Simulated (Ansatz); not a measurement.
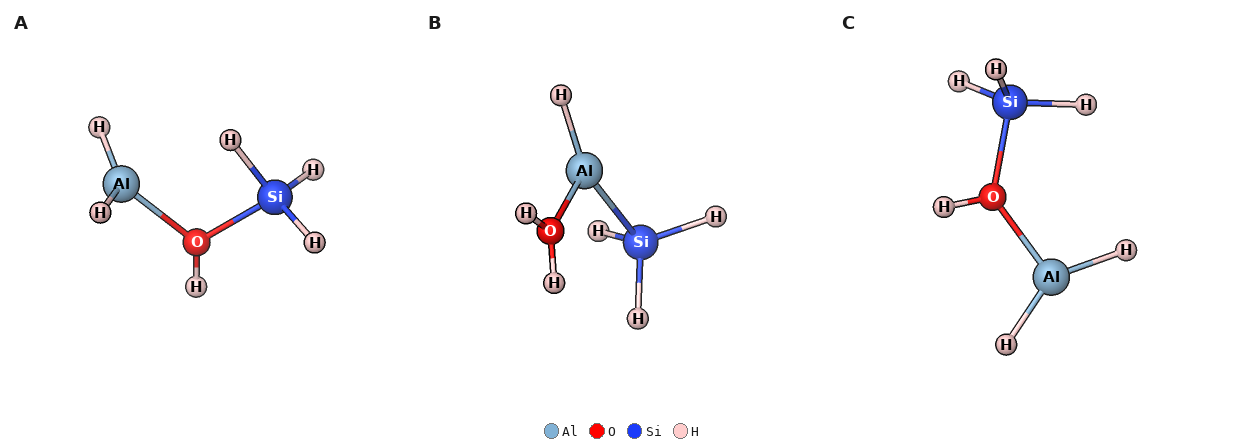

3 stationary structures of one formula. Charge +1, singlet. Geometries: PBE-D4/def2-SVP. Electronic energies: PBE-D4/def2-SVP (Ansatz 0.2.0), without zero-point energy. No frequency run is at hand to confirm each as a minimum. Each is one conformer, not always the lowest.

**Rank them by energy, lowest first.**

C is lowest; A lies 0.225 eV above it, B lies 0.513 eV above it.
